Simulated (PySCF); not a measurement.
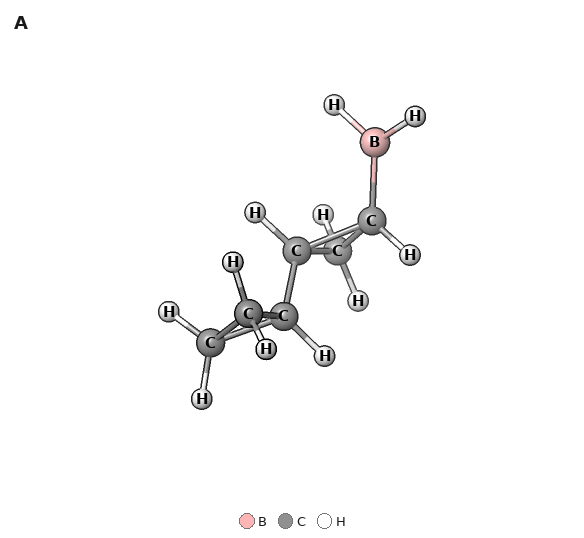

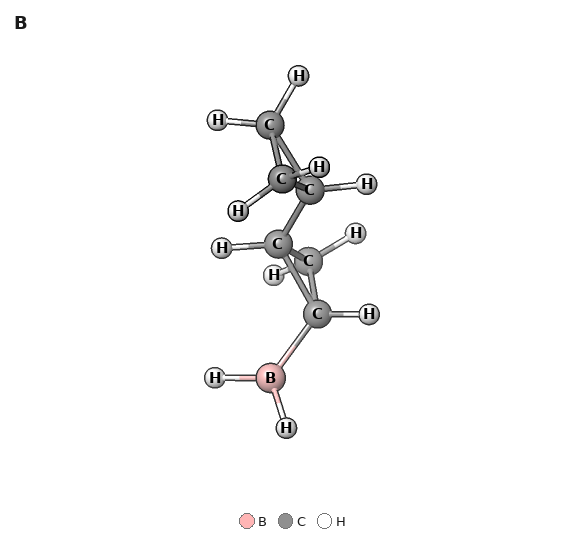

Depth is shown by fading: the farther an atom, the more it takes the colour of the background. Computed geometry: PBE0-D3(BJ)/def2-SVP optimisation. No frequency run is at hand to confirm it as a minimum.

### Are A and B the same structure? If not, how do they differ?

No. They are enantiomers, mirror images that no rotation superimposes: A is B[C@@H]1C[C@H]1C1CC1 (R, R), B is B[C@H]1C[C@@H]1C1CC1 (S, S). Their energies are equal.
